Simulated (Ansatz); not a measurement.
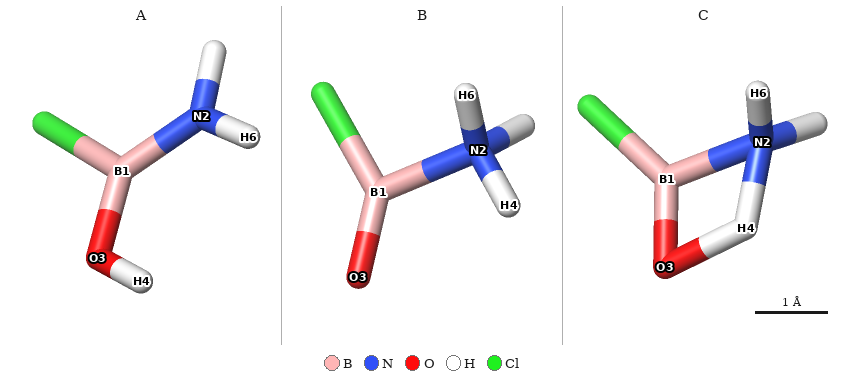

Three geometries of BNH$_{3}$OCl: a saddle point and the two minima that it joins, in shuffled order. A stick model, seen from a free direction. Sticks join atoms that are closer than about 1.2 times the sum of their covalent radii (a little more with hydrogen).

Stationary points at PBE0-D4/def2-TZVP, single-point energies with CCSD(T)/CBS, PBE-QIDH, B97M-V, B3LYP-D4, PBE-D4, CCSD(T) (def2-TZVPP where no basis is named; Ansatz 0.2.0). The energies are electronic, without zero-point or thermal terms, and both ends are the minima reached downhill from the saddle, with any fragments still in contact. CCSD(T)/CBS stands for a frozen-core estimate: MP2 correlation extrapolated from def2-TZVPP and def2-QZVPP, CCSD(T) minus MP2 from the smaller set.

Question: Identify the saddle point and describe the reaction.

Answer: Frame C is the saddle point. From A over the saddle to B, a bond forms: H–N (2.58 → 1.25 → 1.02 Å). A bond breaks: H–O (0.96 → 1.34 → 2.50 Å). The saddle has one imaginary mode, 1573i cm⁻¹. With CCSD(T)/CBS the barrier is 2.12 eV from A and 0.89 eV from B, and B lies 1.23 eV above A.

| level | barrier from A (eV) | barrier from B (eV) | B less A (eV) |
| --- | --- | --- | --- |
| CCSD(T)/CBS | 2.12 | 0.89 | 1.23 |
| PBE-QIDH | 2.11 | 0.83 | 1.28 |
| B97M-V | 2.13 | 0.89 | 1.24 |
| B3LYP-D4 | 2.08 | 0.87 | 1.20 |
| PBE-D4 | 1.80 | 0.69 | 1.11 |
| CCSD(T) | 2.09 | 0.88 | 1.21 |

Against CCSD(T)/CBS, PBE-QIDH comes closest on the barrier from A (−0.01 eV) and PBE-D4 misses most (−0.32 eV).
